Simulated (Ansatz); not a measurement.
# C4H4O (furan): SVWN5/def2-SVP

Aim: the electronic atomisation energy of C4H4O (furan) at SVWN5/def2-SVP, from 4 runs. 

The calculation is run with Ansatz 0.2.0.

40 further runs of the same task are left out: 40 set aside as unsound or not needed.

## Step 1: Starting point

The species is C4H4O (9 atoms), meant as a singlet with charge 0. SMILES: `c1ccoc1`. The shape is that of a PBE0-D4/def2-TZVP optimisation.

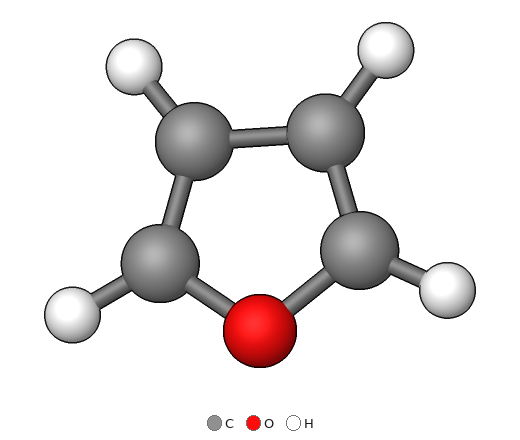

The structure, seen from a chosen angle (carbon grey, oxygen red, hydrogen white).

## Step 2: The energy at SVWN5/def2-SVP

Input file in.yaml:

```yaml
crystal:
  periodic: [false, false, false]
  atoms:
    - {symbol: C, position_ang: [0.281100, 0.977400, -0.084000]}
    - {symbol: C, position_ang: [0.817600, -0.248800, -0.579600]}
    - {symbol: C, position_ang: [-0.000500, -1.224800, -0.122600]}
    - {symbol: O, position_ang: [-1.001000, -0.697400, 0.616400]}
    - {symbol: C, position_ang: [-0.817300, 0.641100, 0.630900]}
    - {symbol: H, position_ang: [0.663600, 1.973100, -0.240900]}
    - {symbol: H, position_ang: [1.694300, -0.382300, -1.192800]}
    - {symbol: H, position_ang: [-0.006600, -2.296600, -0.230700]}
    - {symbol: H, position_ang: [-1.542600, 1.212000, 1.186300]}
basis:
  gaussian:
    orbitals: def2-SVP
total_charge: 0
hamiltonian:
  xc: {name: SVWN5}
accuracy: high
output: {orbitals: {seedname: orbitals}}
```

Command:

```sh
$ ansatz run in.yaml --threads 1 --pin off --max-ram 3480MiB --events-out events.jsonl --progress --plain --runs-dir runs
```

What it wrote:

```text
Warning: RAYON_NUM_THREADS=1 ignored (pool sized by the plan → 1); use --threads N
Functional definition: SVWN5
  name "SVWN5"
  exchange = slater_x
  correlation = vwn5_c
2169 factors; integrals over basis functions are off by at most 3.3e-9 eV
mean field evaluation 1: about -6193.4285 eV, gradient 5.5e1 eV
mean field evaluation 2: about -6183.3082 eV, gradient 8.3e1 eV
mean field evaluation 4: about -6201.5501 eV, gradient 7.3e0 eV
mean field evaluation 8: about -6201.6547 eV, gradient 1.1e-1 eV
mean field evaluation 16: about -6201.6547 eV, gradient 1.5e-5 eV
mean field -6201.65473621 eV, -227.9066079231 hartree, gradient 4.8e-8 eV, S^2 0.000000; 0 other end points of the search recorded, 0 dependent functions left out
reference -6201.65473913 eV, -227.9066080305 hartree; 18, 18 occupied and 72, 72 virtual orbitals, 2169 factors
Total energy: -6201.65473913 eV, -227.9066080305 hartree
```

It took 4.2 s on 1 thread of Arm Neoverse V2, shared host; peak memory 0.23 GiB.

## Step 3: The C atom

Input file run.yaml:

```yaml
crystal:
  periodic: [false, false, false]
  atoms:
    - {symbol: C, position_ang: [0.000000, 0.000000, 0.000000]}
basis:
  gaussian:
    orbitals: def2-SVP
accuracy: high
magnetization:
  spin_polarized: true
  initial_magnetization: 2
hamiltonian:
  xc: {name: SVWN5}
```

Run the same way, it converges to -37.42165 Eh (log not shown).

## Step 4: The H atom

Input file job.yaml:

```yaml
crystal:
  periodic: [false, false, false]
  atoms:
    - {symbol: H, position_ang: [0.000000, 0.000000, 0.000000]}
basis:
  gaussian:
    orbitals: def2-SVP
accuracy: high
hamiltonian:
  xc: {name: SVWN5}
magnetization:
  spin_polarized: true
  initial_magnetization: 1
```

Run the same way, it converges to -0.47747 Eh (log not shown).

## Step 5: The O atom

Input file job.yaml:

```yaml
basis:
  gaussian:
    orbitals: def2-SVP
crystal:
  periodic: [false, false, false]
  atoms:
    - {symbol: O, position_ang: [0.000000, 0.000000, 0.000000]}
magnetization:
  spin_polarized: true
  initial_magnetization: 2
hamiltonian:
  xc: {name: SVWN5}
accuracy: high
```

Run the same way, it converges to -74.42922 Eh (log not shown).

## Step 6: Summary of results

At SVWN5/def2-SVP:

```
                     quantity          value
       molecule: total energy  -227.90661 Eh
        molecule: HOMO energy       -5.75 eV
        molecule: LUMO energy       -0.68 eV
      molecule: HOMO–LUMO gap        5.07 eV
         C atom: total energy   -37.42165 Eh
                 C atom: ⟨S²⟩          2.002
         H atom: total energy    -0.47747 Eh
                 H atom: ⟨S²⟩          0.750
         O atom: total energy   -74.42922 Eh
                 O atom: ⟨S²⟩          2.002
electronic atomisation energy      51.183 eV
```

Taking the molecule apart into free atoms costs 51.18 eV (4938 kJ/mol), before zero-point energy and without spin-orbit coupling.
